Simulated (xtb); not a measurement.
**Geometry relaxation of BBr₂F (part 1 of 2)**

BBr₂F, SMILES FB(Br)Br, computed with GFN2-xTB (xtb 6.7.1 later snapshot).

The geometry comes from this level: GFN2-xTB.

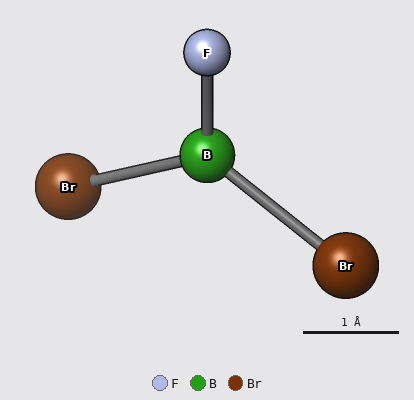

*The input geometry (ball-and-stick view, seen at a tilt).*

**Summary**

```csv
quantity,value
outcome,converged
electrons treated,24
total energy,−14.240992 hartree
dispersion energy,−0.002621 hartree
basis functions,28
HOMO,−12.46 eV
LUMO,−8.08 eV
dipole moment,2.07 D
hardware,"1 thread of Arm Neoverse N1, 24 GiB of memory available, shared host"
peak memory,0.077 GiB
```

**Input (input.xyz)**
```
4
BBr2F
F      1.30576     0.46301     0.36248
B      0.10804     0.04150     0.03502
Br    -0.47299    -1.60800     0.68961
Br    -0.94081     1.10349    -1.08711
```

Run as:
```bash
xtb -o vtight -c 0 --gfn 2 --parallel 1 -- input.xyz > out.txt 2> xtb.err
```

**Output**
```
* xtb version 6.7.1
   ID    Z sym.   atoms
    1    9 F      1
    2    5 B      2
    3   35 Br     3, 4

           -------------------------------------------------
          |                Calculation Setup                |
           -------------------------------------------------

          program call               : xtb -o vtight -c 0 --gfn 2 --parallel 1 -- input.xyz
          coordinate file            : input.xyz
          omp threads                :                     1

           -------------------------------------------------
          |                 G F N 2 - x T B                 |
           -------------------------------------------------

      * Hamiltonian:
        H0-scaling (s, p, d)           1.850000    2.230000    2.230000
        zeta-weighting                 0.500000
      * Dispersion:
        s8                             2.700000
        a1                             0.520000
        a2                             5.000000
        s9                             5.000000
      * Repulsion:
        kExp                           1.500000    1.000000
        rExp                           1.000000
      * Coulomb:
        alpha                          2.000000
        third order                    shell-resolved
        anisotropic                    true
        a3                             3.000000
        a5                             4.000000
        cn-shift                       1.200000
        cn-exp                         4.000000
        max-rad                        5.000000

          ...................................................
          :                      SETUP                      :
          :.................................................:
          :  # basis functions                  28          :
          :  # atomic orbitals                  26          :
          :  # shells                           10          :
          :  # electrons                        24          :
          :  max. iterations                   250          :
          :  Hamiltonian                  GFN2-xTB          :
          :  restarted?                      false          :
          :  GBSA solvation                  false          :
          :  PC potential                    false          :
          :  electronic temp.          300.0000000     K    :
          :  accuracy                    1.0000000          :
          :  -> integral cutoff          0.2500000E+02      :
          :  -> integral neglect         0.1000000E-07      :
          :  -> SCF convergence          0.1000000E-05 Eh   :
          :  -> wf. convergence          0.1000000E-03 e    :
          :  Broyden damping             0.4000000          :
          :  net charge                          0          :
          :  unpaired electrons                  0          :
          ...................................................

 iter      E             dE          RMSdq      gap      omega  full diag
   1    -13.9635544 -0.139636E+02  0.106E+01    7.01       0.0  T
   2    -14.1263599 -0.162806E+00  0.105E+01    2.92       1.0  T
   3    -14.2663097 -0.139950E+00  0.520E+00    4.35       1.0  T
   4    -14.2537780  0.125318E-01  0.316E+00    3.78       1.0  T
   5    -14.2762777 -0.224998E-01  0.130E+00    4.36       1.0  T
   6    -14.2764410 -0.163232E-03  0.727E-01    4.43       1.0  T
   7    -14.2767980 -0.356973E-03  0.182E-01    4.35       1.0  T
   8    -14.2768234 -0.254573E-04  0.902E-02    4.36       1.0  T
   9    -14.2768391 -0.157319E-04  0.341E-02    4.38       1.5  T
  10    -14.2768393 -0.175393E-06  0.141E-02    4.37       3.5  T
  11    -14.2768394 -0.629917E-07  0.778E-03    4.38       6.4  T
  12    -14.2768394 -0.138050E-07  0.214E-03    4.38      23.4  T
  13    -14.2768394 -0.336370E-08  0.117E-03    4.38      42.9  T
  14    -14.2768394 -0.374288E-08  0.196E-04    4.37     255.4  T
  15    -14.2768394 -0.510170E-10  0.667E-05    4.37     749.2  T

   *** convergence criteria satisfied after 15 iterations ***

         #    Occupation            Energy/Eh            Energy/eV
      -------------------------------------------------------------
         1        2.0000           -0.8822868             -24.0082
       ...           ...                  ...                  ...
         6        2.0000           -0.5884804             -16.0134
         7        2.0000           -0.5553160             -15.1109
         8        2.0000           -0.5064363             -13.7808
         9        2.0000           -0.4867543             -13.2453
        10        2.0000           -0.4661263             -12.6839
        11        2.0000           -0.4644755             -12.6390
        12        2.0000           -0.4577280             -12.4554 (HOMO)
        13                         -0.2969562              -8.0806 (LUMO)
        14                         -0.1402288              -3.8158
        15                         -0.1208278              -3.2879
        16                         -0.0139731              -0.3802
        17                         -0.0107612              -0.2928
       ...                                ...                  ...
        26                          0.8694746              23.6596
      -------------------------------------------------------------
                  HL-Gap            0.1607719 Eh            4.3748 eV
             Fermi-level           -0.3773421 Eh          -10.2680 eV

 SCC (total)                   0 d,  0 h,  0 min,  0.006 sec
 SCC setup                      ...        0 min,  0.000 sec (  1.466%)
 Dispersion                     ...        0 min,  0.000 sec (  0.385%)
 classical contributions        ...        0 min,  0.000 sec (  0.090%)
 integral evaluation            ...        0 min,  0.001 sec ( 13.675%)
 iterations                     ...        0 min,  0.004 sec ( 62.001%)
 molecular gradient             ...        0 min,  0.001 sec ( 20.724%)
 printout                       ...        0 min,  0.000 sec (  1.397%)

         :::::::::::::::::::::::::::::::::::::::::::::::::::::
         ::                     SUMMARY                     ::
         :::::::::::::::::::::::::::::::::::::::::::::::::::::
         :: total energy             -14.240986740430 Eh    ::
         :: gradient norm              0.000897539597 Eh/a0 ::
         :: HOMO-LUMO gap              4.374825782722 eV    ::
         ::.................................................::
         :: SCC energy               -14.276839240047 Eh    ::
         :: -> isotropic ES            0.052492310706 Eh    ::
         :: -> anisotropic ES          0.002320968779 Eh    ::
         :: -> anisotropic XC         -0.021509356039 Eh    ::
         :: -> dispersion             -0.002621053998 Eh    ::
         :: repulsion energy           0.035852499617 Eh    ::
         :: add. restraining           0.000000000000 Eh    ::
         :: total charge               0.000000000000 e     ::
         :::::::::::::::::::::::::::::::::::::::::::::::::::::

      -----------------------------------------------------------
     |                   =====================                   |
     |                        A N C O P T                        |
     |                   =====================                   |
     |               Approximate Normal Coordinate               |
     |                Rational Function Optimizer                |
      -----------------------------------------------------------

          ...................................................
          :                      SETUP                      :
          :.................................................:
          :   optimization level         verytight          :
          :   max. optcycles                   200          :
          :   ANC micro-cycles                  20          :
          :   degrees of freedom                 6          :
          :.................................................:
          :   RF solver                   davidson          :
          :   write xtbopt.log                true          :
          :   linear?                        false          :
          :   energy convergence         0.1000000E-06 Eh   :
          :   grad. convergence          0.2000000E-03 Eh/α :
          :   maximum RF displ.          1.0000000          :
          :   Hlow (freq-cutoff)         0.1000000E-01      :
          :   Hmax (freq-cutoff)         5.0000000          :
          :   S6 in model hess.         20.0000000          :
          ...................................................

generating ANC from exact Hessian ...
Using Lindh-Hessian (1995)
 Shifting diagonal of input Hessian by    9.4733345443121196E-003
 Lowest  eigenvalues of input Hessian
    0.000000    0.000000    0.000000    0.000000    0.000000    0.000000
    0.010000    0.048406    0.118016    0.365724    0.876201    1.569049
 Highest eigenvalues
    0.010000    0.048406    0.118016    0.365724    0.876201    1.569049

........................................................................
.............................. CYCLE    1 ..............................
........................................................................

 iter      E             dE          RMSdq      gap      omega  full diag
   1    -14.2768394 -0.142768E+02  0.149E-05    4.37       0.0  T
   2    -14.2768394 -0.461853E-13  0.697E-06    4.37    7177.0  T
   3    -14.2768394 -0.230926E-13  0.576E-06    4.37    8683.4  T
     SCC iter.                  ...        0 min,  0.001 sec
     gradient                   ...        0 min,  0.001 sec
 * total energy  :   -14.2409867 Eh     change       -0.1634604E-10 Eh
   gradient norm :     0.0008975 Eh/α   predicted     0.0000000E+00 (-100.00%)
   displ. norm   :     0.1258428 α      lambda       -0.7205792E-04
   maximum displ.:     0.1255814 α      in ANC's #1, #2, #4, ...

........................................................................
.............................. CYCLE    2 ..............................
........................................................................

 iter      E             dE          RMSdq      gap      omega  full diag
   1    -14.2758086 -0.142758E+02  0.400E-01    4.33       0.0  T
   2    -14.2758119 -0.330250E-05  0.229E-01    4.34       1.0  T
   3    -14.2758107  0.118400E-05  0.557E-02    4.33       1.0  T
   4    -14.2758132 -0.245153E-05  0.384E-02    4.34       1.3  T
   5    -14.2758145 -0.135589E-05  0.145E-02    4.34       3.4  T
   6    -14.2758146 -0.743994E-07  0.672E-03    4.34       7.4  T
   7    -14.2758146 -0.179129E-07  0.551E-04    4.34      90.8  T
   8    -14.2758146 -0.155850E-09  0.257E-04    4.34     194.7  T
     SCC iter.                  ...        0 min,  0.002 sec
     gradient                   ...        0 min,  0.001 sec
 * total energy  :   -14.2405184 Eh     change        0.4683224E-03 Eh
   gradient norm :     0.0086162 Eh/α   predicted    -0.3628163E-04 (-107.75%)
   displ. norm   :     0.0756001 α      lambda       -0.6341521E-03
   maximum displ.:     0.0755996 α      in ANC's #1, #4, #6, ...

........................................................................
.............................. CYCLE    3 ..............................
........................................................................

 iter      E             dE          RMSdq      gap      omega  full diag
   1    -14.2767477 -0.142767E+02  0.242E-01    4.38       0.0  T
   2    -14.2767491 -0.139022E-05  0.139E-01    4.37       1.0  T
   3    -14.2767474  0.168792E-05  0.385E-02    4.38       1.3  T
   4    -14.2767499 -0.251161E-05  0.235E-02    4.37       2.1  T
   5    -14.2767502 -0.303906E-06  0.892E-03    4.37       5.6  T
   6    -14.2767502 -0.280795E-07  0.436E-03    4.37      11.5  T
   7    -14.2767503 -0.762417E-08  0.321E-04    4.37     155.6  T
   8    -14.2767503 -0.384013E-10  0.153E-04    4.37     326.6  T
     SCC iter.                  ...        0 min,  0.002 sec
     gradient                   ...        0 min,  0.001 sec
 * total energy  :   -14.2409391 Eh     change       -0.4207190E-03 Eh
   gradient norm :     0.0027846 Eh/α   predicted    -0.3188907E-03 ( -24.20%)
   displ. norm   :     0.0377377 α      lambda       -0.1047328E-03
   maximum displ.:     0.0376429 α      in ANC's #1, #2, #4, ...

........................................................................
.............................. CYCLE    4 ..............................
........................................................................

 iter      E             dE          RMSdq      gap      omega  full diag
   1    -14.2768181 -0.142768E+02  0.119E-01    4.38       0.0  T
   2    -14.2768184 -0.231771E-06  0.683E-02    4.38       1.0  T
   3    -14.2768185 -0.148302E-06  0.144E-02    4.38       3.5  T
   4    -14.2768184  0.862954E-07  0.783E-03    4.37       6.4  T
   5    -14.2768186 -0.140253E-06  0.403E-03    4.38      12.4  T
   6    -14.2768186 -0.572804E-08  0.541E-04    4.38      92.3  T
   7    -14.2768186 -0.207995E-09  0.142E-04    4.38     351.4  T
     SCC iter.                  ...        0 min,  0.001 sec
     gradient                   ...        0 min,  0.001 sec
 * total energy  :   -14.2409923 Eh     change       -0.5320738E-04 Eh
   gradient norm :     0.0002520 Eh/α   predicted    -0.5244096E-04 (  -1.44%)
   displ. norm   :     0.0011335 α      lambda       -0.1114857E-06
   maximum displ.:     0.0009461 α      in ANC's #1, #4, #6, ...
```
